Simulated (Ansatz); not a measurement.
Cost and result by functional for the adsorption energy of H on the 1x1 (111) surface of fcc Pt, one in a 2x2 cell, started at the site 'bridge Pt-Pt (span 2.8 Å)', in Ansatz (plane waves, PAW). Single points on the PBE structure, on one kind of machine; costs are rough ratios of the slab run's core time (references not counted) to the cheapest single point. r2SCAN's cost holds its higher cutoff (500 against 420 eV). Differences are taken against r2SCAN for comparison alone: no measured value is at hand, so the table doesn't rank accuracy.

Slab: 17 atoms, 6.9 Å thick at the start under the adsorbate (thin: gaps and levels are the slab's own); k 6x6x1, smearing 0.1 eV, dipole-corrected; 8 atoms held, the rest relaxed; held to the start's symmetry, so lower structures may exist; no spin, no spin-orbit, no U, no dispersion correction. At the end it is bonded to 2 Pt. In PBE this state lies 0.05 eV over the lowest of the starts that converged ('hollow Pt-Pt-Pt over Pt at depth 4.6 Å'). These notes are the PBE run's. Adsorption energies are against ½ H2(g). A negative adsorption energy means that the adsorbate is more stable on the surface than in its reference.

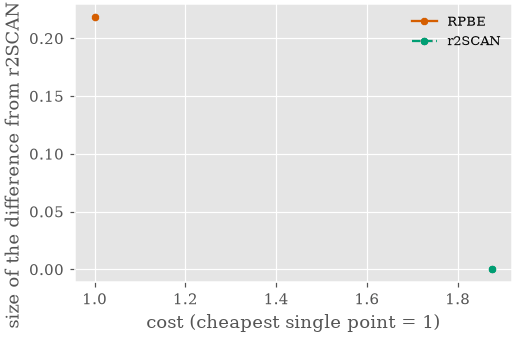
Figure. Difference from r2SCAN against cost

```tsv
functional	relative cost	adsorption energy (eV)	less r2SCAN (eV)
RPBE	1	-0.26	0.22
r2SCAN	2	-0.48	0.00
PBE (the relaxed run's value)	–	-0.42	0.06
```

The values span 0.22 eV, while the single points' costs differ by a factor of roughly 2. Differences are of unrounded values.

Ansatz is a quantum-chemistry and plane-wave program.
